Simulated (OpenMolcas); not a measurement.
# singlet AlClHO+ at HF/pc-2 (Cholesky decomposition)

Aim: a single-point energy of singlet AlClHO+. 

The calculation is run with OpenMolcas 26.06.

### Step 1. The system as given

AlClHO+: 4 atoms, total charge +1, spin state singlet. As SMILES of the parent species, `[O][AlH][Cl]`. Geometry: relaxed at PBE0-D4/def2-TZVP. That shape belongs to the parent species and isn't relaxed for this state.

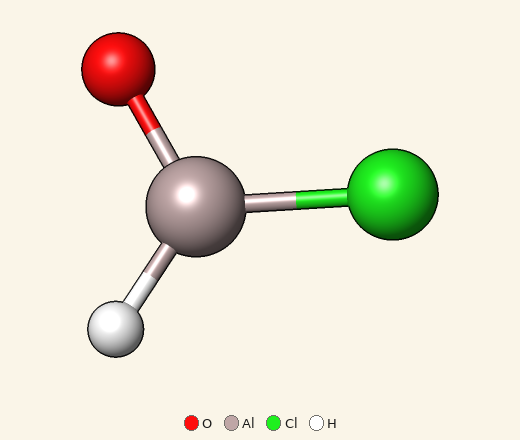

The structure, seen from a chosen angle (oxygen red, aluminium light grey, chlorine green, hydrogen white).

### Step 2. A single-point energy at HF/pc-2 (Cholesky decomposition)

Contents of run.input:

```
&GATEWAY
 Coord
 4
 angstrom
 O        0.290600      -1.035900       1.350600
 Al       0.118400       0.049000       0.015600
 Cl      -1.573200      -0.210600      -1.168800
 H        1.219700       1.137300      -0.217800
 Basis=pc-2
 Group=NoSym

&SEWARD
 Low

&SCF
 Charge=1
 PrOrbitals=1 1
```

Run with:

```bash
$ export MOLCAS_MEM=1860
$ pymolcas run.input > run.log
```

What it wrote:

```text
--- Start Module: gateway ---

                                              &GATEWAY

                       available to each process: 1.9 GB of memory, 1 thread

++    Symmetry information:
      ---------------------

                    Character Table for C1

                             E
                    a        1  x, y, xy, Rz, z, xz, Ry, yz, Rx, I
--

++    Basis set information:
      ----------------------

      Basis set label: O.PC-2.........

      Electronic valence basis set:
      ------------------
      Associated Effective Charge   8.000000 au
      Associated Actual Charge      8.000000 au
      Nuclear Model: Point charge

      Shell  nPrim  nBasis  Cartesian Spherical Contaminant
         s      10       4        X
         p       6       3        X
         d       2       2                 X
         f       1       1                 X

      Basis set label: AL.PC-2.........

      Electronic valence basis set:
      ------------------
      Associated Effective Charge  13.000000 au
      Associated Actual Charge     13.000000 au
      Nuclear Model: Point charge

      Shell  nPrim  nBasis  Cartesian Spherical Contaminant
         s      13       5        X
         p      10       4        X
         d       2       2                 X
         f       1       1                 X

      Basis set label: CL.PC-2.........

      Electronic valence basis set:
      ------------------
      Associated Effective Charge  17.000000 au
      Associated Actual Charge     17.000000 au
      Nuclear Model: Point charge

      Shell  nPrim  nBasis  Cartesian Spherical Contaminant
         s      13       5        X
         p      10       4        X
         d       2       2                 X
         f       1       1                 X

      Basis set label: H.PC-2.........

[... 99 lines left out ...]
      Nuclear repulsion energy =  118.89058121
[... 45 lines left out ...]
++ Convergence information
                                   SCF        iterations: Energy and convergence statistics
[... 26 lines left out ...]
       Convergence after  24 Iterations
[... 3 lines left out ...]
 *                                             SCF/KS-DFT Program, Final results                                             *
 *                                                       Final Results                                                       *
[... 26 lines left out ...]
          Orbital           11        12        13        14        15        16        17        18        19        20
          Energy           -3.4966   -1.6779   -1.2894   -1.0197   -0.9722   -0.7727   -0.7113   -0.6773   -0.6699   -0.4014
          Occ. No.          2.0000    2.0000    2.0000    2.0000    2.0000    2.0000    2.0000    2.0000    2.0000    0.0000

          Orbital           21        22        23        24        25        26        27
          Energy           -0.1522   -0.1223   -0.0697   -0.0309    0.0077    0.0181    0.0778
          Occ. No.          0.0000    0.0000    0.0000    0.0000    0.0000    0.0000    0.0000

--

++    Molecular charges:
      ------------------

      Mulliken charges per centre and basis function type
      ---------------------------------------------------

                O1      AL2     CL3     H4
      1s       2.0119  1.9971  1.9967  0.3443
      2s       0.2529  0.2851  0.3484  0.0000
      2px      0.2676  1.9710  1.9868  0.0000
[... 24 lines of this table left out ...]
      N-E      0.1434  1.1315 -0.2190 -0.0558

      Total electronic charge=   38.000000

      Total            charge=    1.000000
--

++    Molecular properties:
      ---------------------

      Charge (e):
                      =    1.0000
      Dipole Moment (debye):
      Origin of the operator (angstrom)=   -0.5819   -0.2719   -0.2415
                   X=  4.0277E+00               Y= -1.3747E-01               Z=  3.6458E+00           Total=  5.4345E+00
      Center of Charge (angstrom)
                     X=    0.25667689               Y=   -0.30049474               Z=    0.51752674
      Quadrupole Moment (debye*angstrom):
      Origin of the operator (angstrom)=   -0.5819   -0.2719   -0.2415
                  XX= -2.2957E+01              XY= -7.2529E-01              XZ=  2.7445E+00              YY= -2.5086E+01
                  YZ= -7.6109E-01              ZZ= -2.1993E+01
      In traceless form (debye*angstrom)
                  XX=  5.8257E-01              XY= -1.0879E+00              XZ=  4.1167E+00              YY= -2.6112E+00
                  YZ= -1.1416E+00              ZZ=  2.0286E+00
--

--- Stop Module: scf /rc=_RC_ALL_IS_WELL_ ---
--- Module scf spent 5 seconds ---

.##################.
.# Happy landing! #.
.##################.

    Timing: Wall=7.85 User=7.39 System=0.44
```

It took 8.1 s on 1 thread of Arm Neoverse V2, shared host; peak memory 0.23 GiB.

### Step 3. Results

At HF/pc-2 (Cholesky decomposition):

```
     quantity          value
 total energy  -776.47660 Eh
  HOMO energy      -18.23 eV
  LUMO energy      -10.92 eV
HOMO–LUMO gap        7.31 eV
```
